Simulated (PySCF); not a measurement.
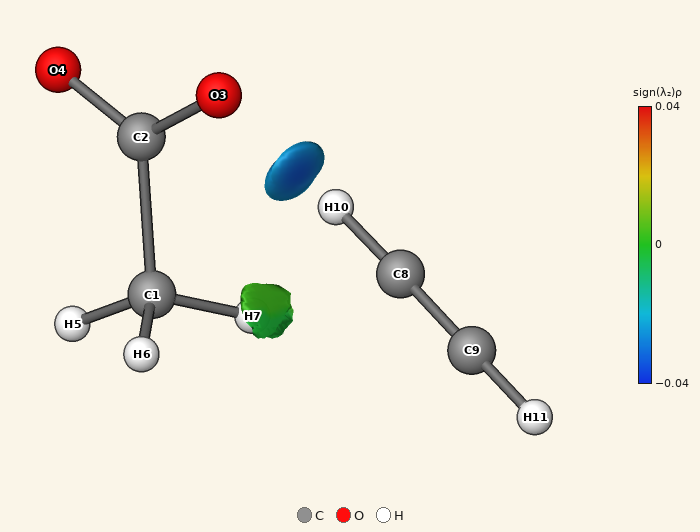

Figure 1: C4H5O2, charge −1, SMILES `CC(=O)[O-].C#C`. Non-covalent interaction surfaces between the fragments (reduced density gradient s = 0.5, coloured by sign(λ₂)ρ in a.u.; trimmed to the region between the fragments where ρ is under 0.06 a.u.). Fragment A: H3C2O2(−1) (atoms 1–7); fragment B: H2C2.

Method: HF/6-31+G*; geometry: GFN2-xTB; program: PySCF.

Geometry (Å), atoms numbered from 1:

```
C1      -0.9653    1.3496    0.0162
C2      -1.3978   -0.1670   -0.0001
O3      -0.4637   -0.9887    0.0402
O4      -2.6115   -0.3947   -0.0454
H5      -1.8316    1.9896   -0.1427
H6      -0.2236    1.5313   -0.7612
H7      -0.5155    1.5815    0.9819
C8       2.3819   -0.2515    0.0068
C9       3.5282    0.0892   -0.0252
H10      1.3514   -0.5402    0.0297
H11      4.5388    0.3834   -0.0517
```

Interpret the surfaces between the fragments.

Answer. Bond critical points between the fragments: O3···H10, weak C–H hydrogen bond, 1.87 Å, ρ = 0.031 a.u. It appears blue (attractive, sign(λ₂)ρ well below zero). The pose is a local one from a semi-empirical search, not shown to be the most stable. With a charged fragment, long-range electrostatics, which these surfaces don't show, weighs heavily in the interaction energy.

How strongly are they bound?

Answer. The counterpoise-corrected interaction energy of the frozen fragments is −9.2 kcal/mol without dispersion correction and −12.3 kcal/mol with D3(BJ). The pair geometry is semi-empirical, not a minimum at this level.
